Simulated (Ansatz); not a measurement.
**SiH5OF: geometry relaxation**

The run: geometry relaxation of SiH5OF. Method and program: RKS PBE-D4/6-31G* (Ansatz 0.2.0).

It belongs to a series of runs on one base structure; here: end point B relaxed. Figures and captions count atoms from 1; the log counts them from 0 in places.

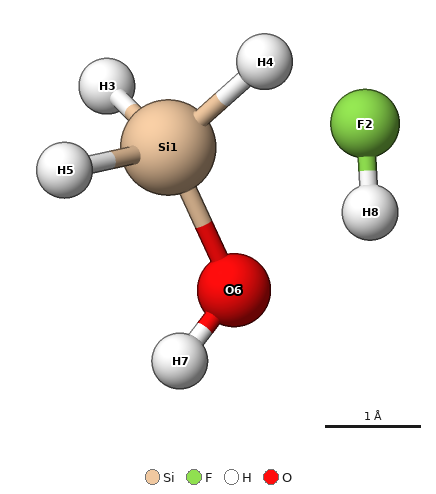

*The structure as given in the input (ball-and-stick view, seen at a tilt; atoms are numbered from 1 in the order of the input).*

Bond lengths as drawn: F–H 0.94 Å, H–O 0.97 Å, H–Si 1.49 to 1.51 Å and O–Si 1.69 Å.

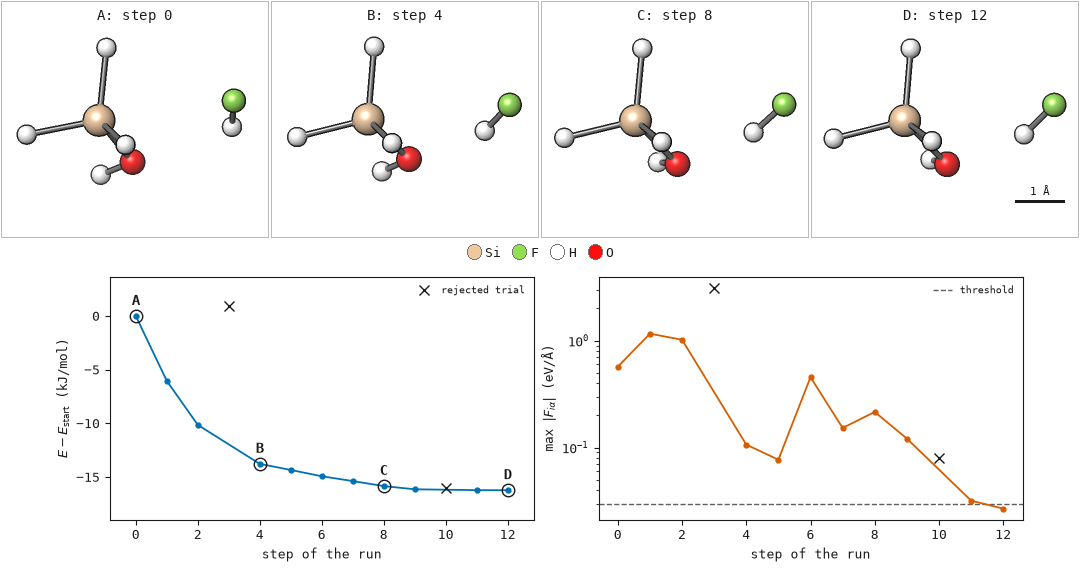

*Frames of the relaxation (ball-and-stick view, seen at a tilt) above the curves, on which the letters mark them (the first geometry is step 0 here and step 1 in the log).*

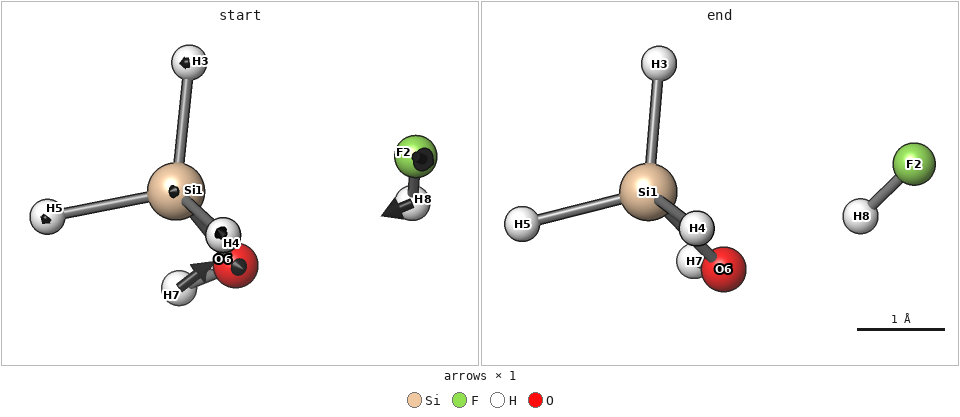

*Before (left) and after (right) the relaxation, at one scale (ball-and-stick view, seen at a tilt). The black arrows give the displacements, at true length.*

Over 12 geometry steps the energy falls by 16.2 kJ/mol. Largest force component: 0.57 eV/Å at the start, 0.027 eV/Å at the end. The line search rejected the trial steps at points 3, 10 (counted from 0) and went back. H7 moves most after the best rigid fit: 0.51 Å. By element the largest moves are H 0.51 Å, F 0.40 Å, O 0.22 Å, Si 0.12 Å. Among the contacts that change: F2–H8 0.937 → 0.962 Å, Si1–O6 1.687 → 1.708 Å, Si1–H5 1.511 → 1.503 Å, Si1–H4 1.493 → 1.489 Å. Among the angles that change: H4–Si1–O6 110.0° → 105.5°, H4–Si1–H5 107.8° → 110.3°. (Atoms are counted from 1 in the order of the input.)

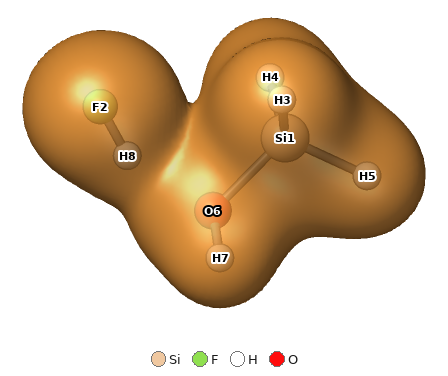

*Isosurface of the electron density at 0.05 e/Å³ (orange), seen face on.*

At this value the surface is in one piece. On the grid the lowest density along these lines, outside the cores, is 0.31 e/Å³ (O···H, 1.71 Å), 0.81 e/Å³ (Si–O, 1.71 Å), 2.1 e/Å³ (F–H, 0.96 Å) and 2.2 e/Å³ (O–H, 0.98 Å).

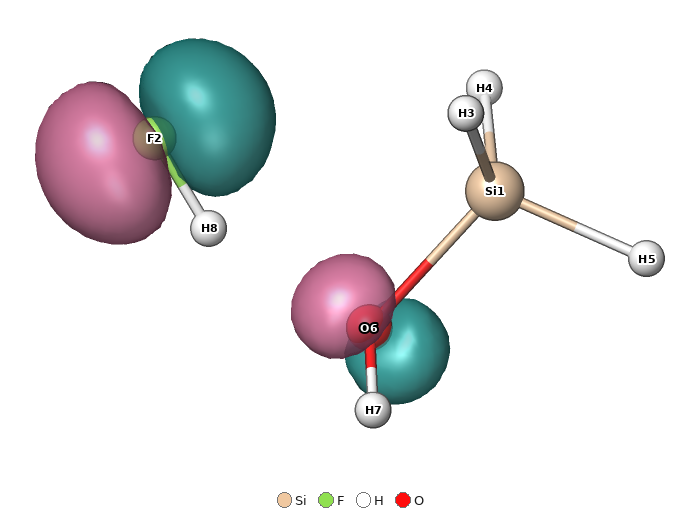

*The HOMO−1 at ±0.2 Å⁻³ᐟ² (teal and pink are the two phases), seen face on.*

Its energy is −7.47 eV.

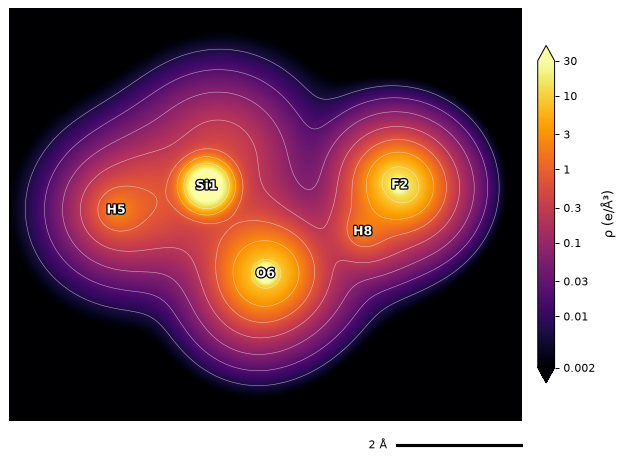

*Total electron density on the plane of atoms H5, Si1 and O6.*

Atoms in the plane: Si, F, H and O. O6···H8 (1.71 Å): ρ is about 0.63 e/Å³ halfway, with its minimum of 0.31 e/Å³ about 1.1 Å from O (a closed-shell contact with the geometry of a hydrogen bond). Si–O (1.71 Å): ρ is about 0.99 e/Å³ halfway. Si–H (1.50 Å): ρ at the midpoint is about 0.78 e/Å³.

The input and output of the run follow.

**The input**
```yaml
crystal:
  periodic: [false, false, false]
  atoms:
    - { symbol: Si, position_ang: [-0.409362, -0.129958, -0.381427] }
    - { symbol: F, position_ang: [-0.01192, 0.800591, 2.223036] }
    - { symbol: H, position_ang: [0.838947, -0.822856, 0.070662] }
    - { symbol: H, position_ang: [-0.199266, 1.344397, -0.489855] }
    - { symbol: H, position_ang: [-0.726483, -0.655027, -1.762443] }
    - { symbol: O, position_ang: [-1.755214, -0.452217, 0.583576] }
    - { symbol: H, position_ang: [-2.333153, -1.140461, 0.210878] }
    - { symbol: H, position_ang: [-0.854548, 0.42583, 2.388874] }
basis:
  gaussian: { orbitals: "6-31G*" }
hamiltonian:
  xc: pbe
  dispersion: d4
relax:
  f_tol: 0.03
  max_steps: 50
output:
  orbitals: {}
```

Launch command:
```bash
ansatz run input.yaml --threads 1 --pin off --max-ram 2048MiB --backend cpu --events-out ev --progress --plain --runs-dir out
```

**Output**
```
The last accepted step is kept in [file] (removed where the run ends without a failure and the disk answers)
Engine: ansatz 0.2.0, aarch64-unknown-linux-gnu
Functional definition: PBE
  parameter kappa = 0.804
  parameter beta = 0.06672455060314922
  exchange = pbe_x(kappa = kappa, mu = beta*pi^2/3)
  correlation = pbe_c(beta = beta)
701 factors; their error is unknown
mean field evaluation 1: about -12707.8314 eV, gradient 5.8e1 eV
mean field evaluation 2: about -12686.8543 eV, gradient 1.2e2 eV
mean field evaluation 4: about -12713.3440 eV, gradient 7.9e0 eV
mean field evaluation 8: about -12713.4320 eV, gradient 4.8e-2 eV
mean field -12713.38321540 eV, -467.2082157253 hartree, gradient 4.5e-5 eV, S^2 0.000000; 0 other end points of the search recorded, 0 dependent functions left out
the calculation of the forces begins
reference -12713.38324621 eV, -467.2082168574 hartree; 18, 18 occupied and 41, 41 virtual orbitals, 701 factors
relax step   1: F+E_penalty+E_count = -12713.48066262 eV  Δ(F+E_penalty+E_count) = +0.000e0 eV  max|allowed force component| = 5.705e-1 eV/Å  Δτ_max = 0.0000 Å  (22 SCF iters, accepted)
these checks for a lower state are left out or cut short: starts, cluster_reference, orbital_swaps, neighbouring_geometries, increment
701 factors; their error is unknown
mean field evaluation 16: about -12713.2288 eV, gradient 8.5e0 eV
mean field -12713.44572469 eV, -467.2105128993 hartree, gradient 1.6e-5 eV, S^2 0.000000; 0 other end points of the search recorded, 0 dependent functions left out
[... from here on the field's lines of each further geometry are left out, up to the last ...]
relax step   2: F+E_penalty+E_count = -12713.54331151 eV  Δ(F+E_penalty+E_count) = -6.265e-2 eV  max|allowed force component| = 1.162e0 eV/Å  Δτ_max = 0.1913 Å  (30 SCF iters, accepted)
relax step   3: F+E_penalty+E_count = -12713.58577695 eV  Δ(F+E_penalty+E_count) = -4.247e-2 eV  max|allowed force component| = 1.020e0 eV/Å  Δτ_max = 0.1951 Å  (27 SCF iters, accepted)
relax step   4: F+E_penalty+E_count = -12713.47099578 eV  Δ(F+E_penalty+E_count) = +1.148e-1 eV  max|allowed force component| = 3.139e0 eV/Å  Δτ_max = 0.1256 Å  (26 SCF iters, rejected (line search))
relax step   5: F+E_penalty+E_count = -12713.62337708 eV  Δ(F+E_penalty+E_count) = -3.760e-2 eV  max|allowed force component| = 1.067e-1 eV/Å  Δτ_max = 0.0607 Å  (25 SCF iters, accepted)
relax step   6: F+E_penalty+E_count = -12713.62926786 eV  Δ(F+E_penalty+E_count) = -5.891e-3 eV  max|allowed force component| = 7.707e-2 eV/Å  Δτ_max = 0.0535 Å  (25 SCF iters, accepted)
relax step   7: F+E_penalty+E_count = -12713.63534563 eV  Δ(F+E_penalty+E_count) = -6.078e-3 eV  max|allowed force component| = 4.556e-1 eV/Å  Δτ_max = 0.1259 Å  (26 SCF iters, accepted)
relax step   8: F+E_penalty+E_count = -12713.63997855 eV  Δ(F+E_penalty+E_count) = -4.633e-3 eV  max|allowed force component| = 1.526e-1 eV/Å  Δτ_max = 0.0816 Å  (25 SCF iters, accepted)
relax step   9: F+E_penalty+E_count = -12713.64482394 eV  Δ(F+E_penalty+E_count) = -4.845e-3 eV  max|allowed force component| = 2.155e-1 eV/Å  Δτ_max = 0.0908 Å  (25 SCF iters, accepted)
relax step  10: F+E_penalty+E_count = -12713.64791863 eV  Δ(F+E_penalty+E_count) = -3.095e-3 eV  max|allowed force component| = 1.214e-1 eV/Å  Δτ_max = 0.0359 Å  (26 SCF iters, accepted)
relax step  11: F+E_penalty+E_count = -12713.64650946 eV  Δ(F+E_penalty+E_count) = +1.409e-3 eV  max|allowed force component| = 8.049e-2 eV/Å  Δτ_max = 0.0549 Å  (24 SCF iters, rejected (line search))
relax step  12: F+E_penalty+E_count = -12713.64876012 eV  Δ(F+E_penalty+E_count) = -8.415e-4 eV  max|allowed force component| = 3.192e-2 eV/Å  Δτ_max = 0.0264 Å  (26 SCF iters, accepted)
the calculation of the forces begins
reference -12713.55271628 eV, -467.2144447676 hartree; 18, 18 occupied and 41, 41 virtual orbitals, 701 factors
relax step  13: F+E_penalty+E_count = -12713.64883395 eV  Δ(F+E_penalty+E_count) = -7.383e-5 eV  max|allowed force component| = 2.685e-2 eV/Å  Δτ_max = 0.0137 Å  (26 SCF iters, accepted)
701 factors; their error is unknown
mean field -12713.55268602 eV, -467.2144436556 hartree, gradient 1.7e-5 eV, S^2 0.000000; 1 other end points of the search recorded, 0 dependent functions left out
the calculation of the forces begins
reference -12713.55271628 eV, -467.2144447676 hartree; 18, 18 occupied and 41, 41 virtual orbitals, 701 factors
Total energy: -12713.64886421 eV, -467.2179781389 hartree
Atom 0 at    -0.379000    -0.107460    -0.491705 Å, force     0.010037    -0.008947    -0.013576 eV/Å
Atom 1 at    -0.245876     0.681675     2.525004 Å, force     0.002916     0.002323     0.008397 eV/Å
Atom 2 at     0.819919    -0.875574    -0.027800 Å, force    -0.000387    -0.001564     0.000874 eV/Å
Atom 3 at    -0.088829     1.349937    -0.581615 Å, force    -0.001149     0.001328     0.003936 eV/Å
Atom 4 at    -0.790179    -0.642107    -1.834751 Å, force    -0.001832     0.004139    -0.000735 eV/Å
Atom 5 at    -1.700318    -0.243859     0.582459 Å, force    -0.001251     0.014253     0.026848 eV/Å
Atom 6 at    -2.069628    -1.145317     0.649702 Å, force     0.001233    -0.010232    -0.002935 eV/Å
Atom 7 at    -0.997088     0.353002     2.022007 Å, force    -0.009567    -0.001299    -0.022808 eV/Å
Dipole moment:    -0.278266    -0.458449    -0.401673 e Å
```

**Trajectory as extended XYZ (Å, eV, eV/Å), 13 frames, from step=1 to step=13**
```
8
Properties=species:S:1:pos:R:3:forces:R:3 step=1 energy=-12713.48066
Si   -0.4094   -0.1300   -0.3814    0.1925   0.0681  -0.2931
F    -0.0119    0.8006    2.2230    0.4786   0.2386   0.0311
H     0.8389   -0.8229    0.0707   -0.0052  -0.0007   0.0084
H    -0.1993    1.3444   -0.4899    0.0100  -0.0195  -0.0055
H    -0.7265   -0.6550   -1.7624    0.0054  -0.0082   0.0152
O    -1.7552   -0.4522    0.5836   -0.0717   0.0877   0.3985
H    -2.3332   -1.1405    0.2109   -0.0391  -0.0468  -0.0091
H    -0.8545    0.4258    2.3889   -0.5705  -0.3193  -0.1455
8
Properties=species:S:1:pos:R:3:forces:R:3 step=2 energy=-12713.54331
Si   -0.4015   -0.1236   -0.3861    0.3474   0.0788  -0.2865
F    -0.0337    0.8020    2.2994   -1.1624  -0.5779  -0.0584
H     0.8501   -0.8163    0.0566   -0.0219   0.0035   0.0014
H    -0.1851    1.3481   -0.5039   -0.0099  -0.0116  -0.0044
H    -0.7414   -0.6623   -1.7561   -0.0626  -0.0053   0.0687
O    -1.7173   -0.4273    0.6347   -0.0609   0.0662   0.2382
H    -2.3189   -1.1088    0.2820   -0.0240   0.0003   0.1106
H    -0.9031    0.3584    2.2166    0.9944   0.4459  -0.0696
8
Properties=species:S:1:pos:R:3:forces:R:3 step=3 energy=-12713.58578
Si   -0.3742   -0.1112   -0.3982    0.3904   0.1383  -0.2052
F    -0.1395    0.7606    2.3431   -1.0201  -0.5973  -0.3223
H     0.8783   -0.8095    0.0290   -0.0186   0.0023  -0.0274
H    -0.1532    1.3569   -0.5386    0.0058  -0.0177  -0.0258
H    -0.7796   -0.6742   -1.7404   -0.0805  -0.0005   0.1274
O    -1.6475   -0.3687    0.7004   -0.4476  -0.3424  -0.2727
H    -2.2807   -1.0581    0.3997    0.1727   0.2312   0.2776
H    -0.9545    0.2744    2.0482    0.9981   0.5860   0.4484
8
Properties=species:S:1:pos:R:3:forces:R:3 step=4 energy=-12713.47100 accepted=F
Si   -0.3269   -0.0811   -0.4078   -0.7419  -0.3918   0.0013
F    -0.2039    0.7163    2.3889   -0.1664  -0.1198  -0.0880
H     0.9186   -0.7917    0.0020    0.0565   0.0257   0.0432
H    -0.1141    1.3773   -0.6069    0.0161   0.0369   0.0491
H    -0.8682   -0.7155   -1.6614    0.2679   0.0781  -0.1748
O    -1.6549   -0.3514    0.6561    2.7858   3.1386   1.0670
H    -2.2248   -1.0227    0.4258   -2.3748  -2.8852  -1.0202
H    -0.9767    0.2393    2.0467    0.1568   0.1176   0.1224
8
Properties=species:S:1:pos:R:3:forces:R:3 step=5 energy=-12713.62338
Si   -0.3590   -0.1021   -0.4178   -0.0740  -0.0547  -0.0513
F    -0.1754    0.7418    2.3884   -0.0972  -0.0534   0.0049
H     0.8891   -0.8058    0.0081    0.0119  -0.0002   0.0024
H    -0.1289    1.3613   -0.5782    0.0004   0.0041   0.0144
H    -0.8056   -0.6869   -1.7326    0.0250   0.0137   0.0119
O    -1.6522   -0.3445    0.6746   -0.0346  -0.0046  -0.1067
H    -2.2606   -1.0669    0.4264    0.0649   0.0409   0.0695
H    -0.9585    0.2734    2.0744    0.1036   0.0542   0.0549
8
Properties=species:S:1:pos:R:3:forces:R:3 step=6 energy=-12713.62927
Si   -0.3619   -0.1061   -0.4391   -0.0709  -0.0307   0.0047
F    -0.1907    0.7372    2.4394    0.0450   0.0263   0.0533
H     0.8866   -0.8066   -0.0075    0.0046  -0.0116   0.0062
H    -0.1233    1.3562   -0.5977   -0.0073   0.0052   0.0162
H    -0.8047   -0.6930   -1.7523    0.0107   0.0048  -0.0004
O    -1.6529   -0.3262    0.6604    0.0522   0.0771  -0.0710
H    -2.2439   -1.0711    0.4470    0.0103  -0.0366   0.0357
H    -0.9601    0.2799    2.0930   -0.0447  -0.0346  -0.0447
8
Properties=species:S:1:pos:R:3:forces:R:3 step=7 energy=-12713.63535
Si   -0.3675   -0.1085   -0.4877   -0.0165   0.0278   0.0982
F    -0.2277    0.7052    2.5554   -0.0842  -0.0589  -0.0556
H     0.8712   -0.8160   -0.0330   -0.0134  -0.0191  -0.0037
H    -0.1085    1.3514   -0.6397   -0.0079  -0.0080   0.0049
H    -0.8055   -0.7044   -1.7942   -0.0025  -0.0041  -0.0371
O    -1.6614   -0.2601    0.6181   -0.2706  -0.4336  -0.0606
H    -2.1793   -1.0962    0.5236    0.3254   0.4556   0.0814
H    -0.9724    0.2989    2.1009    0.0697   0.0403  -0.0275
8
Properties=species:S:1:pos:R:3:forces:R:3 step=8 energy=-12713.63998
Si   -0.3670   -0.1057   -0.4868   -0.0432  -0.0052   0.0250
F    -0.2301    0.6706    2.5282    0.0132   0.0334   0.0853
H     0.8625   -0.8361   -0.0388   -0.0360  -0.0006   0.0167
H    -0.0977    1.3518   -0.6340   -0.0041   0.0015   0.0300
H    -0.8024   -0.6840   -1.8049    0.0114   0.0000  -0.0017
O    -1.6767   -0.2430    0.6031   -0.0255  -0.0428   0.0022
H    -2.1245   -1.1113    0.5821    0.0352   0.0343  -0.0049
H    -1.0150    0.3281    2.0944    0.0490  -0.0206  -0.1526
8
Properties=species:S:1:pos:R:3:forces:R:3 step=9 energy=-12713.64482
Si   -0.3798   -0.1028   -0.4768    0.0127  -0.0175  -0.0658
F    -0.2280    0.6890    2.5183    0.1589   0.0648   0.0646
H     0.8292   -0.8498   -0.0071    0.0085  -0.0075   0.0021
H    -0.1023    1.3562   -0.5866   -0.0068  -0.0065  -0.0022
H    -0.7926   -0.6687   -1.8080    0.0128   0.0277   0.0022
O    -1.7019   -0.2493    0.5947    0.0501   0.0564  -0.0062
H    -2.1126   -1.1343    0.5889   -0.0207  -0.0363   0.0511
H    -0.9629    0.3300    2.0200   -0.2155  -0.0811  -0.0458
8
Properties=species:S:1:pos:R:3:forces:R:3 step=10 energy=-12713.64792
Si   -0.3771   -0.1065   -0.4877    0.0123   0.0179  -0.0223
F    -0.2401    0.6832    2.5297   -0.0009  -0.0045  -0.0057
H     0.8300   -0.8604   -0.0216   -0.0047  -0.0060  -0.0041
H    -0.0952    1.3518   -0.5946    0.0033  -0.0036   0.0021
H    -0.7956   -0.6590   -1.8221    0.0080   0.0071   0.0071
O    -1.6950   -0.2409    0.5910   -0.0471  -0.1215   0.0038
H    -2.0909   -1.1361    0.6174    0.0411   0.1076   0.0243
H    -0.9872    0.3381    2.0312   -0.0120   0.0029  -0.0052
8
Properties=species:S:1:pos:R:3:forces:R:3 step=11 energy=-12713.64651 accepted=F
Si   -0.3730   -0.1075   -0.4925   -0.0199  -0.0805   0.0243
F    -0.2699    0.7263    2.5135    0.0162  -0.0220   0.0141
H     0.8190   -0.8965   -0.0473    0.0216   0.0083  -0.0033
H    -0.0689    1.3481   -0.5605   -0.0167  -0.0035   0.0047
H    -0.8032   -0.6194   -1.8362    0.0063   0.0036  -0.0410
O    -1.6844   -0.2625    0.5899   -0.0482   0.0743   0.0771
H    -2.0745   -1.1544    0.6607    0.0504  -0.0222  -0.0648
H    -0.9961    0.3362    2.0158   -0.0097   0.0419  -0.0112
8
Properties=species:S:1:pos:R:3:forces:R:3 step=12 energy=-12713.64876
Si   -0.3772   -0.1077   -0.4900    0.0152  -0.0043  -0.0088
F    -0.2475    0.6851    2.5254   -0.0073  -0.0020  -0.0017
H     0.8255   -0.8722   -0.0298   -0.0035  -0.0025  -0.0010
H    -0.0889    1.3498   -0.5835   -0.0015   0.0009   0.0035
H    -0.7940   -0.6453   -1.8303   -0.0023   0.0033   0.0014
O    -1.6942   -0.2453    0.5895   -0.0303  -0.0317   0.0024
H    -2.0789   -1.1424    0.6401    0.0224   0.0319   0.0026
H    -0.9958    0.3483    2.0220    0.0072   0.0045   0.0017
8
Properties=species:S:1:pos:R:3:forces:R:3 step=13 energy=-12713.64883
Si   -0.3790   -0.1075   -0.4917    0.0100  -0.0089  -0.0136
F    -0.2459    0.6817    2.5250    0.0029   0.0023   0.0084
H     0.8199   -0.8756   -0.0278   -0.0004  -0.0016   0.0009
H    -0.0888    1.3499   -0.5816   -0.0011   0.0013   0.0039
H    -0.7902   -0.6421   -1.8348   -0.0018   0.0041  -0.0007
O    -1.7003   -0.2439    0.5825   -0.0013   0.0143   0.0268
H    -2.0696   -1.1453    0.6497    0.0012  -0.0102  -0.0029
H    -0.9971    0.3530    2.0220   -0.0096  -0.0013  -0.0228
```

**Results in brief**

```csv
quantity,value
outcome,converged
total energy,−12713.6489 eV
mean-field energy,−12713.5527 eV
largest force (length of the vector) at the end,0.030 eV/Å
hardware,"1 thread of Arm Neoverse V1, 24 GiB of memory available, shared host"
wall time,25 s
peak memory,0.12 GiB
```
